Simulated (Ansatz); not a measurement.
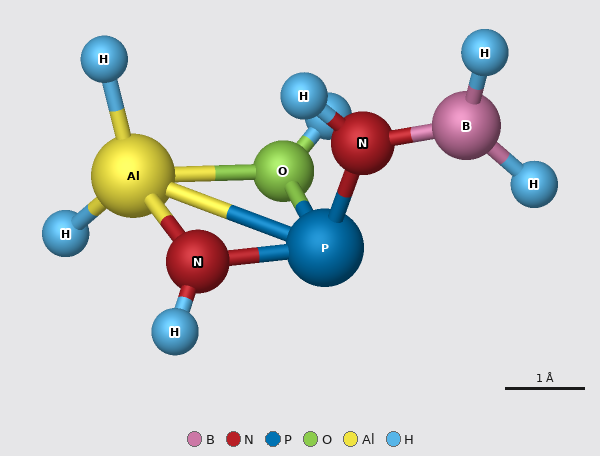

*The starting structure (ball-and-stick view, seen at a tilt). Sticks mark near contacts.*

# Nudged elastic band, with input and output: AlBPN2H7O (part 1 of 2)

AlBPN2H7O, computed with RKS BHLYP-D4/def2-SVP (Ansatz 0.2.0).

The run did not end well. One setting was made poor on purpose. It belongs to a series of runs on one base structure; here: band between the two ends.

Input file:
```yaml
crystal:
  periodic: [false, false, false]
  atoms:
    - { symbol: B, position_ang: [0.528722, -2.584969, 0.341354] }
    - { symbol: "N", position_ang: [0.256055, -1.21605, 0.462956] }
    - { symbol: P, position_ang: [-0.914743, -0.378854, -0.471576] }
    - { symbol: O, position_ang: [0.235865, 0.706131, -1.290915] }
    - { symbol: "N", position_ang: [-1.304087, 0.934422, 0.457214] }
    - { symbol: Al, position_ang: [-0.088211, 2.241586, -0.120839] }
    - { symbol: H, position_ang: [-0.051998, -3.216862, -0.495682] }
    - { symbol: H, position_ang: [1.32992, -3.094096, 1.071204] }
    - { symbol: H, position_ang: [0.711333, -0.677184, 1.190042] }
    - { symbol: H, position_ang: [1.033598, 0.337227, -1.671848] }
    - { symbol: H, position_ang: [-2.270736, 1.026764, 0.7209] }
    - { symbol: H, position_ang: [1.247246, 2.40883, 0.711765] }
    - { symbol: H, position_ang: [-0.692464, 3.478055, -0.889675] }
basis:
  gaussian: { orbitals: def2-SVP }
hamiltonian:
  xc: { name: BHLYP }
  dispersion: d4
neb:
  order_check: false
  images: 1
  f_tol: 0.05
  max_iterations: 60
  climbing: true
  final_atoms:
    - { symbol: B, position_ang: [0.54656421, -2.59994143, 0.20350454] }
    - { symbol: "N", position_ang: [0.4413519, -1.2368512, 0.52683209] }
    - { symbol: P, position_ang: [-0.16555673, -0.02066431, -0.45344472] }
    - { symbol: O, position_ang: [0.89508789, 0.99791075, -0.90469572] }
    - { symbol: "N", position_ang: [-1.15990605, 0.99883369, 0.27082105] }
    - { symbol: Al, position_ang: [-0.00699363, 2.51156583, -0.17693539] }
    - { symbol: H, position_ang: [0.13564857, -2.97267378, -0.85704979] }
    - { symbol: H, position_ang: [1.03061158, -3.35099314, 0.99687463] }
    - { symbol: H, position_ang: [0.78970376, -0.90883241, 1.41744446] }
    - { symbol: H, position_ang: [-0.65578511, -0.78564224, -1.5145694] }
    - { symbol: H, position_ang: [-2.0148366, 0.76683216, 0.74398329] }
    - { symbol: H, position_ang: [0.76268276, 3.10961139, 1.06550553] }
    - { symbol: H, position_ang: [-0.57807253, 3.45584467, -1.30337057] }
  initial_path:
    images:
      - { positions_ang: [[0.528722, -2.584969, 0.341354], [0.256055, -1.21605, 0.462956], [-0.914743, -0.378854, -0.471576], [0.235865, 0.706131, -1.290915], [-1.304087, 0.934422, 0.457214], [-0.088211, 2.241586, -0.120839], [-0.051998, -3.216862, -0.495682], [1.32992, -3.094096, 1.071204], [0.711333, -0.677184, 1.190042], [1.033598, 0.337227, -1.671848], [-2.270736, 1.026764, 0.7209], [1.247246, 2.40883, 0.711765], [-0.692464, 3.478055, -0.889675]] }
      - { positions_ang: [[0.36753984, -2.78370939, 0.16326248], [0.13716355, -1.40965478, 0.84454899], [-0.08442797, -0.11212951, -0.42173932], [1.70688912, 0.11316884, -0.62173767], [-0.1818094, 1.21024282, 0.80028702], [-0.45241272, 2.85230808, -0.16597206], [0.41038697, -2.80625036, -1.03132185], [0.47987073, -3.71076273, 0.78081333], [-0.78609071, -1.46656122, 1.40522259], [0.65833258, -0.03077478, -1.92642723], [-1.09716964, 1.05720961, 1.36184879], [0.57617801, 4.0559096, 0.04213685], [-1.71395036, 2.99600381, -1.21602193]] }
      - { positions_ang: [[0.54656421, -2.59994143, 0.20350454], [0.4413519, -1.2368512, 0.52683209], [-0.16555673, -0.02066431, -0.45344472], [0.89508789, 0.99791075, -0.90469572], [-1.15990605, 0.99883369, 0.27082105], [-0.00699363, 2.51156583, -0.17693539], [0.13564857, -2.97267378, -0.85704979], [1.03061158, -3.35099314, 0.99687463], [0.78970376, -0.90883241, 1.41744446], [-0.65578511, -0.78564224, -1.5145694], [-2.0148366, 0.76683216, 0.74398329], [0.76268276, 3.10961139, 1.06550553], [-0.57807253, 3.45584467, -1.30337057]] }
```

Run as:
```bash
ansatz run input.yaml --threads 2 --pin off --max-ram 3072MiB --backend cpu --events-out ev --progress --plain --runs-dir out
```

What the program printed:
```
Engine: ansatz 0.2.0, x86_64-unknown-linux-gnu
Functional definition: BHLYP
  parameter a = 0.5
  exchange = (1 - a)*b88_x + a*exact_x
  correlation = lyp_c
1348 factors; integrals over basis functions are off by at most 4.0e-4 eV
mean field evaluation 1: about -21685.4391 eV, gradient 6.4e1 eV
mean field evaluation 2: about -21683.9104 eV, gradient 6.8e1 eV
mean field evaluation 4: about -21693.2986 eV, gradient 2.0e0 eV
mean field evaluation 8: about -21693.3860 eV, gradient 1.1e-1 eV
mean field evaluation 16: about -21693.3861 eV, gradient 3.7e-5 eV
mean field -21693.38607052 eV, -797.2172337866 hartree, gradient 3.7e-5 eV, S^2 0.000000; 0 other end points of the search recorded, 0 dependent functions left out
the calculation of the forces begins
reference -21693.38628186 eV, -797.2172415531 hartree; 31, 31 occupied and 96, 96 virtual orbitals, 1348 factors
1348 factors; integrals over basis functions are off by at most 8.9e-4 eV
mean field evaluation 32: about -21693.8554 eV, gradient 2.4e-5 eV
mean field -21693.85541819 eV, -797.2344819951 hartree, gradient 2.4e-5 eV, S^2 0.000000; 0 other end points of the search recorded, 0 dependent functions left out
the calculation of the forces begins
reference -21693.85562976 eV, -797.2344897702 hartree; 31, 31 occupied and 96, 96 virtual orbitals, 1348 factors
WARN: NEB end point (image 0): max|allowed force component| = 5.431e-2 eV/Å (the criterion of neb.relax_end_points is 1.000e-2). That is over neb.f_tol: it is no minimum, so the barrier can be far off. Relax it first
NEB end point (image 2): max|allowed force component| = 9.046e-3 eV/Å (the criterion of neb.relax_end_points is 1.000e-2)
1349 factors; integrals over basis functions are off by at most 1.3e-3 eV
mean field -21685.75998697 eV, -796.9369803851 hartree, gradient 4.4e-5 eV, S^2 0.000000; 0 other end points of the search recorded, 0 dependent functions left out
the calculation of the forces begins
reference -21685.76020296 eV, -796.9369883227 hartree; 31, 31 occupied and 96, 96 virtual orbitals, 1349 factors
NEB iter   1: max|band force component| = 6.250e0 eV/Å  barrier→ = 7.6589 eV  barrier← = 8.1272 eV  Δτ_max = 0.2000 Å  (89 SCF iters)
these checks for a lower state are left out or cut short: starts, cluster_reference, orbital_swaps, neighbouring_geometries, increment
1348 factors; integrals over basis functions are off by at most 1.2e-3 eV
mean field evaluation 64: about -21688.5141 eV, gradient 2.4e-5 eV
mean field -21688.51406419 eV, -797.0381908563 hartree, gradient 2.4e-5 eV, S^2 0.000000; 0 other end points of the search recorded, 0 dependent functions left out
the calculation of the forces begins
reference -21688.51428294 eV, -797.0381988951 hartree; 31, 31 occupied and 96, 96 virtual orbitals, 1348 factors
NEB iter   2: max|band force component| = 4.953e0 eV/Å  barrier→ = 4.9086 eV  barrier← = 5.3769 eV  Δτ_max = 0.1802 Å  (41 SCF iters)
[... from here on the SCF iterations and repeated set-up lines of each step are left out, up to the last step ...]
NEB iter   3: max|band force component| = 2.738e0 eV/Å  barrier→ = 3.3817 eV  barrier← = 3.8501 eV  Δτ_max = 0.1502 Å  (38 SCF iters)
NEB iter   4: max|band force component| = 8.833e0 eV/Å  barrier→ = 2.8168 eV  barrier← = 3.2852 eV  Δτ_max = 0.0744 Å  (31 SCF iters)
NEB iter   5: max|band force component| = 3.252e0 eV/Å  barrier→ = 2.1806 eV  barrier← = 2.6490 eV  Δτ_max = 0.1515 Å  (32 SCF iters)
NEB iter   6: max|band force component| = 1.547e0 eV/Å  barrier→ = 1.6993 eV  barrier← = 2.1676 eV  Δτ_max = 0.1819 Å  (31 SCF iters)
NEB iter   7: max|band force component| = 8.763e-1 eV/Å  barrier→ = 1.3478 eV  barrier← = 1.8162 eV  Δτ_max = 0.1988 Å  (31 SCF iters)
NEB iter   8: max|band force component| = 4.326e-1 eV/Å  barrier→ = 1.1826 eV  barrier← = 1.6509 eV  CI = image 1  Δτ_max = 0.1975 Å  (30 SCF iters)
NEB iter   9: max|band force component| = 4.261e-1 eV/Å  barrier→ = 1.2324 eV  barrier← = 1.7008 eV  CI = image 1  Δτ_max = 0.2000 Å  (32 SCF iters)
NEB iter  10: max|band force component| = 6.635e-1 eV/Å  barrier→ = 1.1445 eV  barrier← = 1.6129 eV  CI = image 1  Δτ_max = 0.1980 Å  (31 SCF iters)
NEB iter  11: max|band force component| = 7.604e-1 eV/Å  barrier→ = 1.0723 eV  barrier← = 1.5407 eV  CI = image 1  Δτ_max = 0.1996 Å  (32 SCF iters)
NEB iter  12: max|band force component| = 7.818e-1 eV/Å  barrier→ = 1.0137 eV  barrier← = 1.4821 eV  CI = image 1  Δτ_max = 0.1982 Å  (31 SCF iters)
NEB iter  13: max|band force component| = 8.415e-1 eV/Å  barrier→ = 0.9735 eV  barrier← = 1.4419 eV  CI = image 1  Δτ_max = 0.1984 Å  (32 SCF iters)
NEB iter  14: max|band force component| = 9.133e-1 eV/Å  barrier→ = 0.9824 eV  barrier← = 1.4507 eV  CI = image 1  Δτ_max = 0.1986 Å  (31 SCF iters)
NEB iter  15: max|band force component| = 1.300e0 eV/Å  barrier→ = 1.0788 eV  barrier← = 1.5472 eV  CI = image 1  Δτ_max = 0.1986 Å  (31 SCF iters)
NEB iter  16: max|band force component| = 1.404e0 eV/Å  barrier→ = 1.1603 eV  barrier← = 1.6287 eV  CI = image 1  Δτ_max = 0.1989 Å  (31 SCF iters)
NEB iter  17: max|band force component| = 1.626e0 eV/Å  barrier→ = 1.2656 eV  barrier← = 1.7339 eV  CI = image 1  Δτ_max = 0.1987 Å  (30 SCF iters)
NEB iter  18: max|band force component| = 1.664e0 eV/Å  barrier→ = 1.3192 eV  barrier← = 1.7876 eV  CI = image 1  Δτ_max = 0.1981 Å  (31 SCF iters)
NEB iter  19: max|band force component| = 1.859e0 eV/Å  barrier→ = 1.3987 eV  barrier← = 1.8671 eV  CI = image 1  Δτ_max = 0.1980 Å  (31 SCF iters)
NEB iter  20: max|band force component| = 1.904e0 eV/Å  barrier→ = 1.4533 eV  barrier← = 1.9216 eV  CI = image 1  Δτ_max = 0.1976 Å  (31 SCF iters)
NEB iter  21: max|band force component| = 2.155e0 eV/Å  barrier→ = 1.5406 eV  barrier← = 2.0090 eV  CI = image 1  Δτ_max = 0.1968 Å  (31 SCF iters)
NEB iter  22: max|band force component| = 2.360e0 eV/Å  barrier→ = 1.5509 eV  barrier← = 2.0192 eV  CI = image 1  Δτ_max = 0.1968 Å  (31 SCF iters)
NEB iter  23: max|band force component| = 2.469e0 eV/Å  barrier→ = 1.5289 eV  barrier← = 1.9973 eV  CI = image 1  Δτ_max = 0.1974 Å  (31 SCF iters)
NEB iter  24: max|band force component| = 1.312e0 eV/Å  barrier→ = 1.1340 eV  barrier← = 1.6023 eV  CI = image 1  Δτ_max = 0.0991 Å  (31 SCF iters)
NEB iter  25: max|band force component| = 1.370e0 eV/Å  barrier→ = 1.1449 eV  barrier← = 1.6132 eV  CI = image 1  Δτ_max = 0.1965 Å  (31 SCF iters)
NEB iter  26: max|band force component| = 1.309e0 eV/Å  barrier→ = 1.2331 eV  barrier← = 1.7015 eV  CI = image 1  Δτ_max = 0.1990 Å  (29 SCF iters)
NEB iter  27: max|band force component| = 1.313e0 eV/Å  barrier→ = 1.1954 eV  barrier← = 1.6638 eV  CI = image 1  Δτ_max = 0.2000 Å  (30 SCF iters)
NEB iter  28: max|band force component| = 8.369e-1 eV/Å  barrier→ = 1.0685 eV  barrier← = 1.5369 eV  CI = image 1  Δτ_max = 0.1130 Å  (31 SCF iters)
NEB iter  29: max|band force component| = 1.492e0 eV/Å  barrier→ = 1.1246 eV  barrier← = 1.5929 eV  CI = image 1  Δτ_max = 0.1958 Å  (31 SCF iters)
NEB iter  30: max|band force component| = 1.076e0 eV/Å  barrier→ = 1.1762 eV  barrier← = 1.6445 eV  CI = image 1  Δτ_max = 0.2000 Å  (31 SCF iters)
NEB iter  31: max|band force component| = 9.315e-1 eV/Å  barrier→ = 1.0581 eV  barrier← = 1.5265 eV  CI = image 1  Δτ_max = 0.0636 Å  (31 SCF iters)
NEB iter  32: max|band force component| = 1.327e0 eV/Å  barrier→ = 1.0456 eV  barrier← = 1.5140 eV  CI = image 1  Δτ_max = 0.1998 Å  (32 SCF iters)
NEB iter  33: max|band force component| = 7.521e-1 eV/Å  barrier→ = 1.0955 eV  barrier← = 1.5638 eV  CI = image 1  Δτ_max = 0.1997 Å  (31 SCF iters)
NEB iter  34: max|band force component| = 6.937e-1 eV/Å  barrier→ = 1.1485 eV  barrier← = 1.6169 eV  CI = image 1  Δτ_max = 0.0898 Å  (32 SCF iters)
NEB iter  35: max|band force component| = 9.115e-1 eV/Å  barrier→ = 1.1313 eV  barrier← = 1.5997 eV  CI = image 1  Δτ_max = 0.2000 Å  (31 SCF iters)
NEB iter  36: max|band force component| = 7.407e-1 eV/Å  barrier→ = 1.0474 eV  barrier← = 1.5158 eV  CI = image 1  Δτ_max = 0.0933 Å  (31 SCF iters)
NEB iter  37: max|band force component| = 9.855e-1 eV/Å  barrier→ = 1.0817 eV  barrier← = 1.5501 eV  CI = image 1  Δτ_max = 0.1998 Å  (32 SCF iters)
NEB iter  38: max|band force component| = 7.426e-1 eV/Å  barrier→ = 1.1110 eV  barrier← = 1.5794 eV  CI = image 1  Δτ_max = 0.1473 Å  (31 SCF iters)
NEB iter  39: max|band force component| = 6.089e-1 eV/Å  barrier→ = 1.0629 eV  barrier← = 1.5312 eV  CI = image 1  Δτ_max = 0.1997 Å  (31 SCF iters)
NEB iter  40: max|band force component| = 5.660e-1 eV/Å  barrier→ = 1.0671 eV  barrier← = 1.5355 eV  CI = image 1  Δτ_max = 0.1975 Å  (32 SCF iters)
NEB iter  41: max|band force component| = 5.624e-1 eV/Å  barrier→ = 1.0252 eV  barrier← = 1.4935 eV  CI = image 1  Δτ_max = 0.2000 Å  (32 SCF iters)
NEB iter  42: max|band force component| = 3.166e-1 eV/Å  barrier→ = 0.9948 eV  barrier← = 1.4632 eV  CI = image 1  Δτ_max = 0.0730 Å  (32 SCF iters)
NEB iter  43: max|band force component| = 4.761e-1 eV/Å  barrier→ = 0.9871 eV  barrier← = 1.4554 eV  CI = image 1  Δτ_max = 0.0364 Å  (32 SCF iters)
NEB iter  44: max|band force component| = 4.420e-1 eV/Å  barrier→ = 0.9802 eV  barrier← = 1.4486 eV  CI = image 1  Δτ_max = 0.0738 Å  (25 SCF iters)
NEB iter  45: max|band force component| = 1.873e-1 eV/Å  barrier→ = 0.9706 eV  barrier← = 1.4390 eV  CI = image 1  Δτ_max = 0.1256 Å  (31 SCF iters)
NEB iter  46: max|band force component| = 1.751e-1 eV/Å  barrier→ = 0.9754 eV  barrier← = 1.4438 eV  CI = image 1  Δτ_max = 0.0611 Å  (31 SCF iters)
NEB iter  47: max|band force component| = 1.417e-1 eV/Å  barrier→ = 0.9715 eV  barrier← = 1.4399 eV  CI = image 1  Δτ_max = 0.0618 Å  (32 SCF iters)
NEB iter  48: max|band force component| = 1.846e-1 eV/Å  barrier→ = 0.9708 eV  barrier← = 1.4392 eV  CI = image 1  Δτ_max = 0.0619 Å  (32 SCF iters)
NEB iter  49: max|band force component| = 2.474e-1 eV/Å  barrier→ = 0.9700 eV  barrier← = 1.4384 eV  CI = image 1  Δτ_max = 0.0309 Å  (32 SCF iters)
NEB iter  50: max|band force component| = 2.621e-1 eV/Å  barrier→ = 0.9711 eV  barrier← = 1.4394 eV  CI = image 1  Δτ_max = 0.0619 Å  (32 SCF iters)
NEB iter  51: max|band force component| = 2.934e-1 eV/Å  barrier→ = 0.9712 eV  barrier← = 1.4396 eV  CI = image 1  Δτ_max = 0.0619 Å  (31 SCF iters)
NEB iter  52: max|band force component| = 2.986e-1 eV/Å  barrier→ = 0.9624 eV  barrier← = 1.4308 eV  CI = image 1  Δτ_max = 0.0618 Å  (32 SCF iters)
NEB iter  53: max|band force component| = 3.066e-1 eV/Å  barrier→ = 0.9540 eV  barrier← = 1.4224 eV  CI = image 1  Δτ_max = 0.1235 Å  (32 SCF iters)
NEB iter  54: max|band force component| = 3.300e-1 eV/Å  barrier→ = 0.9378 eV  barrier← = 1.4061 eV  CI = image 1  Δτ_max = 0.1983 Å  (31 SCF iters)
NEB iter  55: max|band force component| = 4.251e-1 eV/Å  barrier→ = 0.9207 eV  barrier← = 1.3891 eV  CI = image 1  Δτ_max = 0.1312 Å  (31 SCF iters)
NEB iter  56: max|band force component| = 6.463e-1 eV/Å  barrier→ = 0.9345 eV  barrier← = 1.4029 eV  CI = image 1  Δτ_max = 0.0656 Å  (31 SCF iters)
NEB iter  57: max|band force component| = 6.994e-1 eV/Å  barrier→ = 0.9382 eV  barrier← = 1.4065 eV  CI = image 1  Δτ_max = 0.1309 Å  (32 SCF iters)
NEB iter  58: max|band force component| = 6.939e-1 eV/Å  barrier→ = 0.9227 eV  barrier← = 1.3910 eV  CI = image 1  Δτ_max = 0.1983 Å  (31 SCF iters)
```
